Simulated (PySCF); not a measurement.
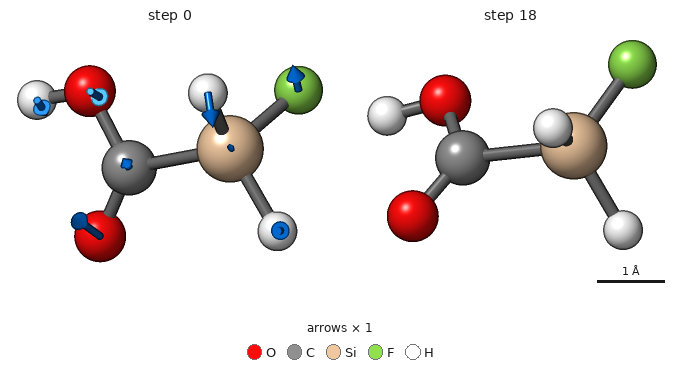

The structure of CH₃FO₂Si before (left) and after (right) a relaxation, at one scale. The blue arrows give the displacements, at their true length.

Style: ball-and-stick. Shown at a tilt.

The start comes from GFN2-xTB. Its atoms were then displaced at random by about 0.01 Å.

These are results of PySCF 2.14.0, density-fitted response routines, PBE0-D3(BJ)/def2-SVP geometry optimisation, gas phase, not measurements. 

Describe what moved and what it gained.

Answer. Over 18 geometry steps the energy falls by 0.166 eV. The largest move after the best rigid fit is that of an O atom, 1.02 Å. By element the largest moves are O 1.02 Å, H 0.59 Å, F 0.49 Å, C 0.21 Å, Si 0.08 Å. Some distances before and after: H–Si 1.452 → 1.484 Å, C–Si 1.882 → 1.914 Å, H–O 0.988 → 0.974 Å, F–Si 1.630 → 1.622 Å. Among the angles between lasting bonds that change: O–C–Si 128.8° → 118.8°, O–C–Si 110.2° → 117.5°, C–Si–F 106.1° → 112.1°. Groups turn about C–Si by about 65°.
